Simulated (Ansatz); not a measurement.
# Hf3Mo: relaxing a made-up structure

Starting from a made-up structure for Hf3Mo, the aim is the relaxed cell, its shortest contacts and, where a second run follows, its electronic structure.

Main program and level: Ansatz 0.2.0; DFT, r2SCAN, plane-wave PAW, files of the set soft_1, scalar-relativistic, no spin, cell and ions relaxed at zero pressure; PAW set soft_1.

## 1. The starting structure

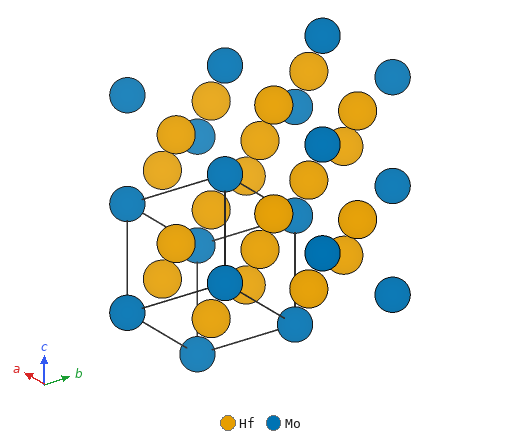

Start, viewed from a free direction; hafnium orange, molybdenum blue. 1×2×2 cells are drawn. Some periodic images of atoms are drawn too.

Structure file:

```cif
data_structure
_symmetry_space_group_name_H-M 'P 1'
_symmetry_Int_Tables_number 1
_cell_length_a 4.1930
_cell_length_b 4.1930
_cell_length_c 4.1930
_cell_angle_alpha 90.000
_cell_angle_beta 90.000
_cell_angle_gamma 90.000
_cell_volume 73.72
loop_
_atom_site_label
_atom_site_type_symbol
_atom_site_fract_x
_atom_site_fract_y
_atom_site_fract_z
_atom_site_occupancy
Hf1 Hf 0.50000 0.50000 0.00000 1
Hf2 Hf 0.50000 0.00000 0.50000 1
Hf3 Hf 0.00000 0.50000 0.50000 1
Mo4 Mo 0.00000 0.00000 0.00000 1
```

## 2. Relaxation of the guess

The guessed cell has no reason to be at equilibrium. It is relaxed with the atoms, within the space group of the guess.

File input.yaml:

```yaml
crystal:
  lattice:
    - [4.193, 0.0, 0.0]
    - [0.0, 4.193, 0.0]
    - [0.0, 0.0, 4.193]
  atoms:
    - { symbol: Hf, position: [0.5, 0.5, 0.0] }
    - { symbol: Hf, position: [0.5, 0.0, 0.5] }
    - { symbol: Hf, position: [0.0, 0.5, 0.5] }
    - { symbol: Mo, position: [0.0, 0.0, 0.0] }
kpoints:
  mp_grid: { grid: [6, 6, 6] }
scf:
  occupations: { method: fermi_dirac, width: 0.05 }
hamiltonian:
  xc: r2scan
  pseudopotentials: { kind: paw, azcp: { folder: soft_1 } }
relax:
  f_tol: 0.015
  max_steps: 70
  cell: {}
output:
  forces: true
  stress: true
```

Run with:

```console
> ansatz run input.yaml --threads 4 --pin off --max-ram 10240MiB --backend cpu --events-out ev --progress --plain --runs-dir out
```

Numbers of over 12 decimals in the logs are rounded to 6 here.

What it wrote:

```text
Engine: ansatz 0.2.0, aarch64-unknown-linux-gnu
Pseudopotentials: kind: paw
Pseudopotential: Hf, paw, valence charge 26, recommended cutoff 500 eV (meta_gga), soft_1/Hf.paw.azcp
Pseudopotential: Mo, paw, valence charge 14, recommended cutoff 500 eV (meta_gga), soft_1/Mo.paw.azcp
Functional definition: r2SCAN
  parameter k0 = 0.174
  parameter k1 = 0.065
  parameter a1 = 4.9479
  exchange = r2scan_x(k0 = k0, k1 = k1, a1 = a1)
  correlation = r2scan_c
Crystal: 4 atoms, lattice volume = 73.718 Å³
Basis set: ecut = 500 eV, 1863 PW (Γ), exchange–correlation on 128×128×128 points (64 copies of the dense FFT grid, shifted against one another)
Bands: 56, of which v1, the nominal top of the filled ones, is band 46 counted from 1 (45 counted from 0)
Symmetry: 48 space group operations
Space group: Pm-3m (ITA 221), of the structure as read, at distance tolerance 4.2e-5 Å
k-points: 20 of 216
Non-local potential: Hf, projectors of the file, l = 0: 3, l = 1: 2, l = 2: 2, l = 3: 3
Non-local potential: Mo, projectors of the file, l = 0: 3, l = 1: 2, l = 2: 2, l = 3: 1
PAW form: soft (Blöchl's): semilocal exchange-correlation on the pseudo side does not see the compensation charge
PAW frozen core: Hf, regenerated for the run's functional (the file was generated under x = pbe(κ = 0.804, μ = 0.219515), c = pbe(β = 0.066725))
PAW frozen core: Mo, regenerated for the run's functional (the file was generated under x = pbe(κ = 0.804, μ = 0.219515), c = pbe(β = 0.066725))
PAW one-centre angular grid: Hf, 974 points (default); XC on 224 Gauss nodes
PAW one-centre angular grid: Mo, 590 points (default); XC on 160 Gauss nodes
Initial density: superposition of atomic densities (chi_scale 0.1, normalization cell, long waves kept (reshape's long-wave potential 0.00 eV rms))
Initial wavefunctions: pseudopotential atomic-orbital guess
Functional: x = r2scan, c = r2scan; τ floored in thin density (d = 2e-4 eV/Å³)
SCF iter   1: F=—  HF=-52177.253732 eV  |F-HF|=—  |Δ(HF+E_count)|=         —  Δρ=1.78e-1  dr2=6.14e1  dr2_τ=2.06e0  ethr=3.10e-3  ⟨swp⟩=5.3  Hψ=3380  notcnv=0  defer=3
preconditioner: auto → Kerker (q_TF=auto, 2.831 Å⁻¹)  [metal: Δε(μ)=0.019 eV  Ē_g=18.988 eV  σ=0.050 eV  W_gap=0.09  n_scr=26 (ndim 8)  ℏωp=39.6 eV  f_vac=0.000  D(μ)=5.84/eV (n_scr^D=80)]
SCF iter   2: F=—  HF=-52167.318676 eV  |F-HF|=—  |Δ(HF+E_count)|=    9.94e0  Δρ=3.42e-2  dr2=1.28e0  dr2_τ=1.50e0  ethr=3.10e-3  ⟨swp⟩=3.4  Hψ=2487  notcnv=0  defer=40
SCF iter   3: F=—  HF=-52167.649517 eV  |F-HF|=—  |Δ(HF+E_count)|=   3.31e-1  Δρ=1.82e-2  dr2=2.53e-1  dr2_τ=2.71e-2  ethr=1.39e-3  ⟨swp⟩=2.3  Hψ=1936  notcnv=0  defer=41
SCF iter   4: F=—  HF=-52167.695061 eV  |F-HF|=—  |Δ(HF+E_count)|=   4.55e-2  Δρ=1.10e-2  dr2=9.02e-2  dr2_τ=3.27e-3  ethr=2.75e-4  ⟨swp⟩=2.0  Hψ=1900  notcnv=0  defer=42
SCF iter   5: F=—  HF=-52167.714167 eV  |F-HF|=—  |Δ(HF+E_count)|=   1.91e-2  Δρ=6.09e-3  dr2=4.85e-2  dr2_τ=2.72e-3  ethr=9.80e-5  ⟨swp⟩=2.2  Hψ=2080  notcnv=0  defer=42
SCF iter   6: F=—  HF=-52167.714700 eV  |F-HF|=—  |Δ(HF+E_count)|=   5.33e-4  Δρ=4.53e-3  dr2=3.45e-2  dr2_τ=2.57e-3  ethr=5.27e-5  ⟨swp⟩=2.2  Hψ=2106  notcnv=0  defer=39
SCF iter   7: F=—  HF=-52167.712026 eV  |F-HF|=—  |Δ(HF+E_count)|=   2.67e-3  Δρ=2.21e-3  dr2=7.91e-3  dr2_τ=2.27e-5  ethr=3.75e-5  ⟨swp⟩=1.3  Hψ=1114  notcnv=0  defer=39
SCF iter   8: F=—  HF=-52167.711291 eV  |F-HF|=—  |Δ(HF+E_count)|=   7.35e-4  Δρ=7.76e-4  dr2=9.90e-4  dr2_τ=7.94e-6  ethr=8.60e-6  ⟨swp⟩=1.9  Hψ=1280  notcnv=0  defer=39
SCF iter   9: F=—  HF=-52167.711184 eV  |F-HF|=—  |Δ(HF+E_count)|=   1.07e-4  Δρ=1.52e-4  dr2=3.61e-5  dr2_τ=2.82e-7  ethr=1.08e-6  ⟨swp⟩=2.0  Hψ=1532  notcnv=0  defer=39
SCF iter  10: F=—  HF=-52167.711180 eV  |F-HF|=—  |Δ(HF+E_count)|=   3.76e-6  Δρ=2.15e-5  dr2=6.81e-7  dr2_τ=1.41e-8  ethr=3.93e-8  ⟨swp⟩=2.0  Hψ=1893  notcnv=0  defer=39
SCF iter  11: F=-52167.711180 eV  HF=-52167.711180 eV  |F-HF|=1.12e-8  |Δ(HF+E_count)|=   7.09e-8  Δρ=2.27e-6  dr2=7.54e-9  dr2_τ=8.96e-10  ethr=1.09e-10  ⟨swp⟩=5.0  Hψ=4239  notcnv=0
SCF 1 converged in 11 iterations: F = -52167.711180 eV  dr2 = 7.54e-9
  greatest PAW one-centre occupation: 1.000 electrons in one spin orbital (limit 2), on the Mo atom at site 3 (counted from 0), in its partial waves of l = 0
relax step   1: F+E_penalty+E_count = -52167.71118020 eV  Δ(F+E_penalty+E_count) = +0.000e0 eV  max|allowed force component| = 7.902e-29 eV/Å  Δτ_max = 0.0000 Å  P = +15.098 GPa  Ω = 73.718 Å³  (11 SCF iters, dr2 threshold 1.00e-7 eV, accepted)
Crystal: 4 atoms, lattice volume = 85.034 Å³
Basis set: ecut = 500 eV, 2109 PW (Γ), exchange–correlation on 128×128×128 points (64 copies of the dense FFT grid, shifted against one another)
Initial density: handed on by an earlier stage of this run
Initial wavefunctions: those handed on with the density
SCF iter   1: F=—  HF=-52166.607746 eV  |F-HF|=—  |Δ(HF+E_count)|=         —  Δρ=4.04e-2  dr2=4.04e0  dr2_τ=1.39e0  ethr=3.10e-3  ⟨swp⟩=8.9  Hψ=5141  notcnv=0  defer=2
preconditioner: auto → Kerker (q_TF=auto, 2.764 Å⁻¹)  [metal: Δε(μ)=0.002 eV  Ē_g=18.174 eV  σ=0.050 eV  W_gap=0.01  n_scr=26 (ndim 8)  ℏωp=36.9 eV  f_vac=0.000  D(μ)=6.70/eV (n_scr^D=80)]
SCF iter   2: F=—  HF=-52168.077780 eV  |F-HF|=—  |Δ(HF+E_count)|=    1.47e0  Δρ=3.06e-2  dr2=1.77e0  dr2_τ=4.06e-1  ethr=3.10e-3  ⟨swp⟩=3.0  Hψ=2222  notcnv=0  defer=39
SCF iter   3: F=—  HF=-52167.976939 eV  |F-HF|=—  |Δ(HF+E_count)|=   1.01e-1  Δρ=6.83e-3  dr2=3.51e-2  dr2_τ=3.13e-3  ethr=1.93e-3  ⟨swp⟩=2.2  Hψ=1594  notcnv=0  defer=39
SCF iter   4: F=—  HF=-52167.987050 eV  |F-HF|=—  |Δ(HF+E_count)|=   1.01e-2  Δρ=5.20e-3  dr2=5.60e-2  dr2_τ=4.31e-3  ethr=3.82e-5  ⟨swp⟩=2.5  Hψ=2448  notcnv=0  defer=38
SCF iter   5: F=—  HF=-52167.979085 eV  |F-HF|=—  |Δ(HF+E_count)|=   7.96e-3  Δρ=5.23e-3  dr2=5.13e-2  dr2_τ=3.18e-3  ethr=3.82e-5  ⟨swp⟩=2.0  Hψ=1527  notcnv=0  defer=38
SCF iter   6: F=—  HF=-52167.975113 eV  |F-HF|=—  |Δ(HF+E_count)|=   3.97e-3  Δρ=5.10e-4  dr2=2.44e-4  dr2_τ=3.32e-5  ethr=3.82e-5  ⟨swp⟩=1.9  Hψ=1406  notcnv=0  defer=38
SCF iter   7: F=—  HF=-52167.975210 eV  |F-HF|=—  |Δ(HF+E_count)|=   9.75e-5  Δρ=3.06e-4  dr2=9.26e-5  dr2_τ=2.56e-5  ethr=2.65e-7  ⟨swp⟩=2.6  Hψ=2210  notcnv=0  defer=38
SCF iter   8: F=—  HF=-52167.975197 eV  |F-HF|=—  |Δ(HF+E_count)|=   1.34e-5  Δρ=1.19e-4  dr2=1.32e-5  dr2_τ=4.95e-7  ethr=1.01e-7  ⟨swp⟩=2.0  Hψ=1846  notcnv=0  defer=38
SCF iter   9: F=-52167.975195 eV  HF=-52167.975195 eV  |F-HF|=2.40e-7  |Δ(HF+E_count)|=   1.70e-6  Δρ=1.63e-5  dr2=3.63e-7  dr2_τ=2.66e-8  ethr=4.35e-10  ⟨swp⟩=5.8  Hψ=6244  notcnv=0
SCF 2 converged in 9 iterations: F = -52167.975195 eV  dr2 = 3.63e-7
  greatest PAW one-centre occupation: 0.999 electrons in one spin orbital (limit 2), on the Mo atom at site 3 (counted from 0), in its partial waves of l = 0
relax step   2: F+E_penalty+E_count = -52167.97519465 eV  Δ(F+E_penalty+E_count) = -2.640e-1 eV  max|allowed force component| = 2.382e-28 eV/Å  Δτ_max = 0.0000 Å  P = -5.283 GPa  Ω = 85.034 Å³  energy of the carried Pulay correction = -1.607e-3 eV  (9 SCF iters, dr2 threshold 4.00e-7 eV, accepted)
Crystal: 4 atoms, lattice volume = 81.780 Å³
Basis set: ecut = 500 eV, 2103 PW (Γ), exchange–correlation on 128×128×128 points (64 copies of the dense FFT grid, shifted against one another)
iter 1 solved again at ethr=2.23e-4 eV; its pass at ethr=3.10e-3 eV (dr2=2.05e-1 eV) is discarded
SCF iter   1: F=—  HF=-52167.925534 eV  |F-HF|=—  |Δ(HF+E_count)|=         —  Δρ=9.16e-3  dr2=2.05e-1  dr2_τ=9.41e-2  ethr=2.23e-4  ⟨swp⟩=2.1  Hψ=6034  notcnv=0
preconditioner: auto → Kerker (q_TF=auto, 2.782 Å⁻¹)  [metal: Δε(μ)=0.020 eV  Ē_g=18.183 eV  σ=0.050 eV  W_gap=0.10  n_scr=26 (ndim 8)  ℏωp=37.6 eV  f_vac=0.000  D(μ)=7.36/eV (n_scr^D=80)]
SCF iter   2: F=—  HF=-52168.039792 eV  |F-HF|=—  |Δ(HF+E_count)|=   1.14e-1  Δρ=5.75e-3  dr2=5.82e-2  dr2_τ=1.72e-2  ethr=2.23e-4  ⟨swp⟩=2.5  Hψ=1512  notcnv=0
SCF iter   3: F=—  HF=-52168.038450 eV  |F-HF|=—  |Δ(HF+E_count)|=   1.34e-3  Δρ=1.25e-3  dr2=1.06e-3  dr2_τ=8.79e-5  ethr=6.32e-5  ⟨swp⟩=1.9  Hψ=1234  notcnv=0  defer=1
SCF iter   4: F=—  HF=-52168.038934 eV  |F-HF|=—  |Δ(HF+E_count)|=   4.84e-4  Δρ=5.76e-4  dr2=6.95e-4  dr2_τ=9.96e-5  ethr=1.15e-6  ⟨swp⟩=2.0  Hψ=2058  notcnv=0  defer=1
SCF iter   5: F=—  HF=-52168.038872 eV  |F-HF|=—  |Δ(HF+E_count)|=   6.24e-5  Δρ=2.93e-4  dr2=1.20e-4  dr2_τ=1.26e-5  ethr=7.55e-7  ⟨swp⟩=2.0  Hψ=1647  notcnv=0  defer=1
SCF iter   6: F=—  HF=-52168.038863 eV  |F-HF|=—  |Δ(HF+E_count)|=   8.74e-6  Δρ=1.12e-4  dr2=6.52e-6  dr2_τ=4.14e-7  ethr=1.31e-7  ⟨swp⟩=2.4  Hψ=1985  notcnv=0  defer=1
SCF iter   7: F=—  HF=-52168.038865 eV  |F-HF|=—  |Δ(HF+E_count)|=   1.94e-6  Δρ=3.93e-5  dr2=6.96e-7  dr2_τ=2.07e-7  ethr=7.09e-9  ⟨swp⟩=2.1  Hψ=2037  notcnv=0  defer=1
SCF iter   8: F=-52168.038865 eV  HF=-52168.038865 eV  |F-HF|=2.54e-7  |Δ(HF+E_count)|=   3.13e-7  Δρ=1.90e-5  dr2=3.17e-7  dr2_τ=4.62e-8  ethr=4.35e-10  ⟨swp⟩=5.5  Hψ=4938  notcnv=0
SCF 3 converged in 8 iterations: F = -52168.038865 eV  dr2 = 3.17e-7
relax step   3: F+E_penalty+E_count = -52168.03886483 eV  Δ(F+E_penalty+E_count) = -6.367e-2 eV  max|allowed force component| = 1.709e-29 eV/Å  Δτ_max = 0.0000 Å  P = -0.794 GPa  Ω = 81.780 Å³  energy of the carried Pulay correction = -1.169e-3 eV  (8 SCF iters, dr2 threshold 4.00e-7 eV, accepted)
[...]
relax step   4: F+E_penalty+E_count = -52168.04020645 eV  Δ(F+E_penalty+E_count) = -1.342e-3 eV  max|allowed force component| = 1.066e-29 eV/Å  Δτ_max = 0.0000 Å  P = +0.062 GPa  Ω = 81.231 Å³  energy of the carried Pulay correction = -1.093e-3 eV  (6 SCF iters, dr2 threshold 4.00e-7 eV, accepted)
[...]
relax step   5: F+E_penalty+E_count = -52168.04020870 eV  Δ(F+E_penalty+E_count) = -2.251e-6 eV  max|allowed force component| = 4.858e-29 eV/Å  Δτ_max = 0.0000 Å  P = +0.001 GPa  Ω = 81.269 Å³  energy of the carried Pulay correction = -1.098e-3 eV  (6 SCF iters, dr2 threshold 9.60e-9 eV, accepted)
Initial wavefunctions: pseudopotential atomic-orbital guess (no wavefunctions were taken with the density)
iter 1 solved again at ethr=8.26e-9 eV; its pass at ethr=3.10e-3 eV (dr2=7.60e-6 eV) is discarded
SCF iter   1: F=—  HF=-52168.041508 eV  |F-HF|=—  |Δ(HF+E_count)|=         —  Δρ=1.93e-4  dr2=2.39e-6  dr2_τ=2.00e-5  ethr=8.26e-9  ⟨swp⟩=4.2  Hψ=7526  notcnv=0
preconditioner: auto → Kerker (q_TF=auto, 2.785 Å⁻¹)  [metal: Δε(μ)=0.014 eV  Ē_g=18.183 eV  σ=0.050 eV  W_gap=0.07  n_scr=26 (ndim 8)  ℏωp=37.8 eV  f_vac=0.000  D(μ)=7.30/eV (n_scr^D=80)]
SCF iter   2: F=—  HF=-52168.041540 eV  |F-HF|=—  |Δ(HF+E_count)|=   3.19e-5  Δρ=1.01e-4  dr2=7.12e-7  dr2_τ=1.54e-6  ethr=2.60e-9  ⟨swp⟩=2.0  Hψ=1973  notcnv=0
SCF iter   3: F=—  HF=-52168.041552 eV  |F-HF|=—  |Δ(HF+E_count)|=   1.20e-5  Δρ=1.70e-5  dr2=5.14e-7  dr2_τ=5.64e-8  ethr=7.74e-10  ⟨swp⟩=2.0  Hψ=1985  notcnv=0
SCF iter   4: F=—  HF=-52168.041552 eV  |F-HF|=—  |Δ(HF+E_count)|=   3.91e-8  Δρ=4.72e-6  dr2=1.25e-8  dr2_τ=2.63e-9  ethr=5.59e-10  ⟨swp⟩=1.8  Hψ=1156  notcnv=0
SCF iter   5: F=—  HF=-52168.041552 eV  |F-HF|=—  |Δ(HF+E_count)|=   9.11e-9  Δρ=1.58e-6  dr2=1.19e-9  dr2_τ=2.60e-10  ethr=1.36e-11  ⟨swp⟩=2.0  Hψ=2039  notcnv=0
SCF iter   6: F=—  HF=-52168.041552 eV  |F-HF|=—  |Δ(HF+E_count)|=  6.26e-10  Δρ=1.10e-6  dr2=1.62e-9  dr2_τ=1.78e-10  ethr=1.29e-12  ⟨swp⟩=2.0  Hψ=1796  notcnv=0
SCF iter   7: F=—  HF=-52168.041552 eV  |F-HF|=—  |Δ(HF+E_count)|=  1.16e-10  Δρ=4.98e-7  dr2=1.66e-10  dr2_τ=4.28e-11  ethr=1.29e-12  ⟨swp⟩=2.8  Hψ=1985  notcnv=0
SCF iter   8: F=-52168.041552 eV  HF=-52168.041552 eV  |F-HF|=7.28e-12  |Δ(HF+E_count)|=  2.76e-10  Δρ=1.46e-7  dr2=1.38e-11  dr2_τ=2.18e-12  ethr=1.00e-12  ⟨swp⟩=5.0  Hψ=4276  notcnv=0
SCF 6 converged in 8 iterations: F = -52168.041552 eV  dr2 = 1.38e-11
relax step   6: F+E_penalty+E_count = -52168.04155207 eV  Δ(F+E_penalty+E_count) = -1.343e-3 eV  max|allowed force component| = 9.006e-30 eV/Å  Δτ_max = 0.0000 Å  P = +0.012 GPa  Ω = 81.269 Å³  stress off target by 1.19e-2 GPa  SCF on the basis re-selected at this cell (its energy is not comparable with the rows above)  (8 SCF iters)
basis re-selected at this cell: Δ(F+E_penalty+E_count) = -1.343e-3 eV, ΔP = +0.011 GPa vs the last step (what re-selecting the basis moved, of the pressure what is left beyond the Pulay correction that the steps carried, after the strain that the cell walked since its last selection, with what the two solves' SCF thresholds leave and, on support functions, any second-order correction that the steps lacked; it is no m [...]
SCF converged after 8 iterations
Free energy (F): -52168.041552 eV
Harris-Foulkes:  -52168.041552 eV  (|F-HF|=7.28e-12)
Internal energy: -52167.981702 eV  (E = F + TS)
E sigma→0 (E₀):  -52168.011627 eV
Entropy (-TS):   -0.059850 eV (-14.963 meV/atom)
Fermi energy:    18.773427 eV
--- Per-component energies (eV) ---
  E_band       = -92.420859
  E_kinetic    = 1649.855120
  E_local      = -19897.626633  (includes V_loc(G=0)·N_el)
  E_nonlocal   = 314.541958
  E_hartree    = 9610.853309
  E_xc         = -926.134473
  E_vxc        = -1087.361951  (∫ρ·V_xc dr)
  E_paw        = -26389.603755  (= ΣΔE_a)
  E_vpaw       = -352.437452  (= ΣTr[D̂ρ^β])
  E_aug_tail   = 0.000275  (compensation charges beyond the density's cutoff)
  E_vtau       = 58.901166  (kinetic-family band-sum trace: ∫τ·v_τ [+ j·A + Jᵃ·Aᵃ] dr)
  E_ewald      = -16530.610964
  E_core_change = 0.743461  (= ΣΔE_core)
  E_smearing   = -0.059850  (= −TS)
  E_closure    = -0.000000  (closes the sum)
  Σ components = -52168.041552   (vs F -52168.041552, Δ=0.00e0)
--- Forces (eV/Å), atoms counted from 1 ---
  atom   1  Hf    -0.00000000     0.00000000    -0.00000000
  atom   2  Hf     0.00000000    -0.00000000    -0.00000000
  atom   3  Hf     0.00000000     0.00000000     0.00000000
  atom   4  Mo    -0.00000000    -0.00000000     0.00000000
  max |Σ_I F_I| component: 3.42e-30 eV/Å
--- Stress (GPa, compression-positive) ---
        0.011905       0.000000      -0.000000
        0.000000       0.011905       0.000000
       -0.000000       0.000000       0.011905
  P = ⅓ Tr σ = 0.0119 GPa (0.119 kbar)
--- Relaxed structure (5 steps of the walk, 5 accepted, 1 SCFs on fresh bases) ---
  F+E_penalty+E_count = -52168.04155207 eV   max|allowed force component| = 9.006e-30 eV/Å   (the final SCF, on the basis selected at the relaxed cell)
  cell:  # Å, volume = 81.2688 Å³
    - [4.331530, 0, 0]
    - [0, 4.331530, 0]
    - [0, 0, 4.331530]
  atoms:
    - { symbol: Hf, position: [0.5, 0.5, 0] }
    - { symbol: Hf, position: [0.5, 0, 0.5] }
    - { symbol: Hf, position: [0, 0.5, 0.5] }
    - { symbol: Mo, position: [0, 0, 0] }
```

Elapsed: 18 s, on 4 threads of Arm Neoverse V1, shared host; peak memory 0.62 GiB; 67 s of CPU time.

Step by step:

```csv
step,energy less that of the first step (eV),largest force component (eV/Å),pressure (GPa),volume (Å³)
1,0.0000,0.0000,15.10,73.72
2,-0.2640,0.0000,-5.28,85.03
3,-0.3277,0.0000,-0.79,81.78
4,-0.3290,0.0000,0.06,81.23
5,-0.3290,0.0000,0.00,81.27
6*,-0.3304,0.0000,0.01,81.27
```

Relaxation steps marked * repeat the geometry before them on a plane-wave basis chosen anew for their cell, so energy and pressure can jump there.

The run keeps the 48 symmetry operations that it works with, so distortions that break them were not tested.

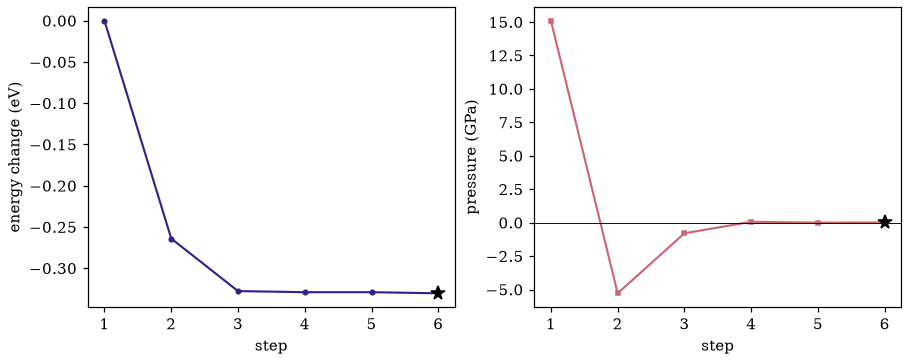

Energy and pressure along the relaxation. Stars mark steps on a basis chosen anew.

```
conventional cell, symmetrised  before  after   change
                         a (Å)   4.193  4.332   +3.3 %
                         b (Å)   4.193  4.332   +3.3 %
                         c (Å)   4.193  4.332   +3.3 %
              volume (Å³/atom)   18.43  20.32  +10.2 %
```

The relaxed structure:

```xyz
4
Lattice="4.3315 0.0000 0.0000 0.0000 4.3315 0.0000 0.0000 0.0000 4.3315" Properties=species:S:1:pos:R:3 pbc="T T T"
Hf    2.1658    2.1658    0.0000
Hf    2.1658    0.0000    2.1658
Hf    0.0000    2.1658    2.1658
Mo    0.0000    0.0000    0.0000
```

Numbers from this step:

```yaml
free_energy: -52168.0416 eV
energy_at_zero_smearing: -52168.0116 eV
smearing_term_ts: 0.05985 eV
fermi_energy: 18.77 eV
electrons: 92
symmetry_operations: 48
pressure: 0.01191 GPa
```

The shortest distance of each pair, which need not be the same contact before and after:

| pair | guess (Å) | relaxed (Å) |
| --- | --- | --- |
| Hf–Mo | 2.965 | 3.063 |
| Hf–Hf | 2.965 | 3.063 |
| Mo–Mo | 4.193 | 4.332 |

The relaxation ends with a pressure of 0.01 GPa.

## 3. Summary of results

| Item | Value |
| --- | --- |
| space group, relaxed | Pm-3m |
| conventional cell | a = 4.332, b = 4.332, c = 4.332 Å; α = 90.0°, β = 90.0°, γ = 90.0° |
| volume per atom | 20.32 Å³ (guess 18.43) |

What this shows: Hf3Mo relaxes to Pm-3m with a = 4.332, b = 4.332 and c = 4.332 Å. The guessed volume was 9 % too small. The space group Pm-3m was held in the relaxation, so the end point is a stationary structure within it and may be a saddle against distortions or other arrangements. Mesh and cutoff weren't tested. Spin-orbit coupling is left out, which can matter for elements this heavy. No dispersion term is used, so weakly bound directions may come out too long. The runs have no spin, and magnetism wasn't tested. Nothing here tests whether the compound is stable against decomposition.

[Logs are printed without paths, hosts, clocks, repeated set-up lines and the standing remarks that a program may print on its own settings, such as how far it seeks lower states.]

[Hosts, paths, dates, database ids (printed as entryN), source tags and the programs' standing remarks are cut or masked in the printed files.]
